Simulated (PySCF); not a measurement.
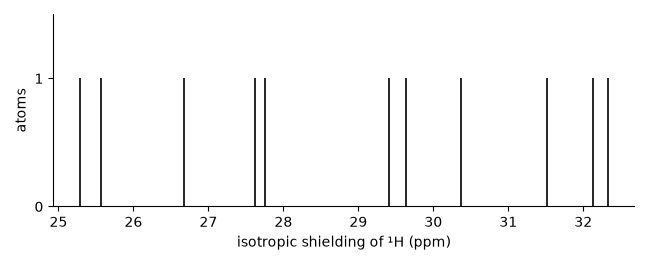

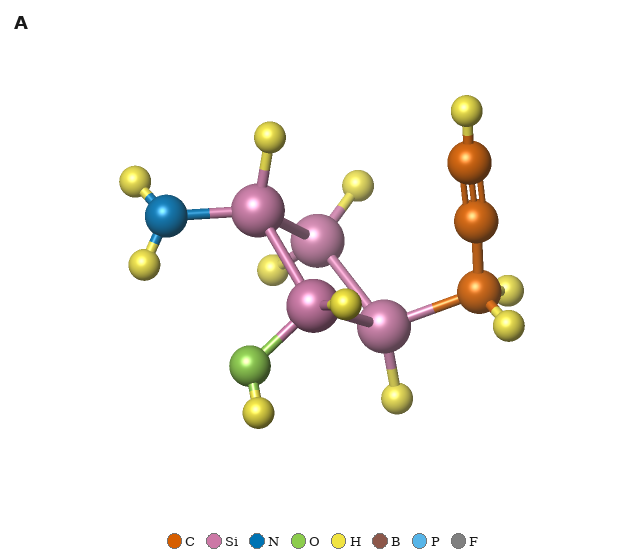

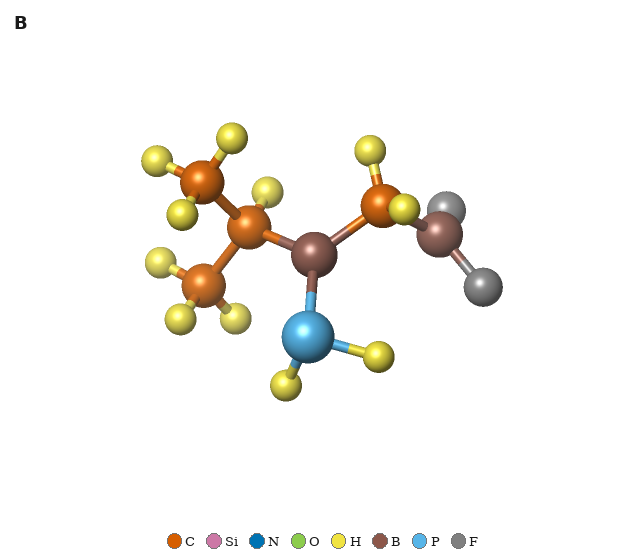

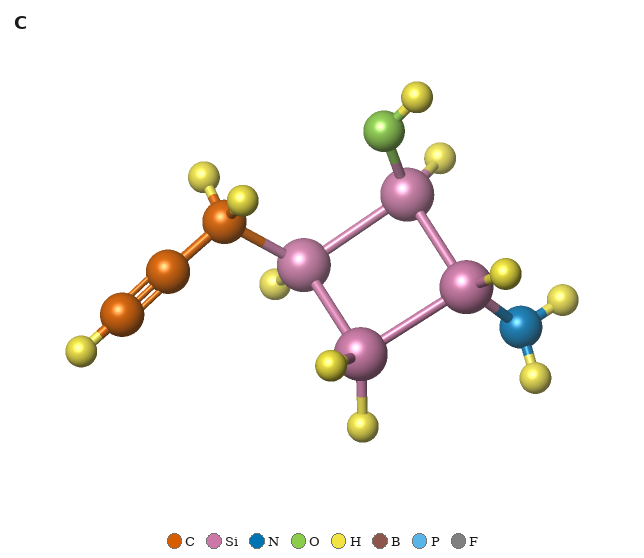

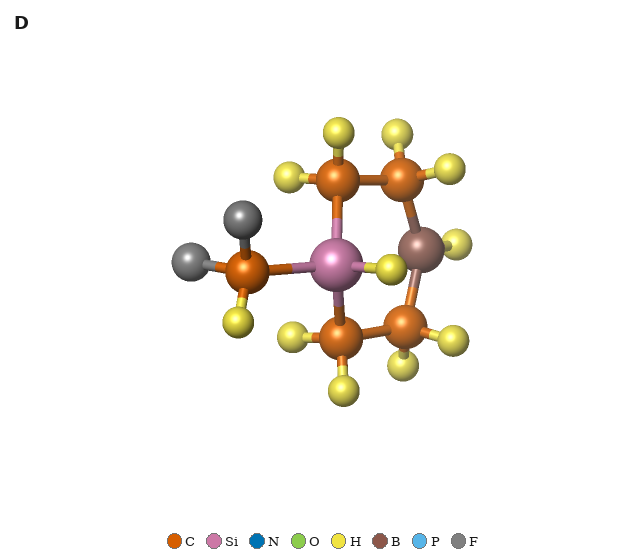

The sticks are computed shieldings of one of the molecules, for one fixed geometry (GFN2-xTB) without averaging over rotations. Low shielding means a high chemical shift. Method: GIAO PBE0/pcSseg-1 NMR shielding, non-relativistic, gas phase (PySCF 2.14.0).

**Match the spectrum to a structure.**

C, `C#CC[Si@@H]1[SiH2][Si@@H](N)[Si@@H]1O`. Its 11 H atoms give lines at 25.28, 25.57, 26.68, 27.62, 27.75, 29.41, 29.63, 30.37, 31.52, 32.13, 32.33 ppm.

The geometry is semi-empirical. Around B, P, Si such bond lengths and angles can be off by a tenth of an ångström or more and by several degrees, and values that hang on the shape move with them.
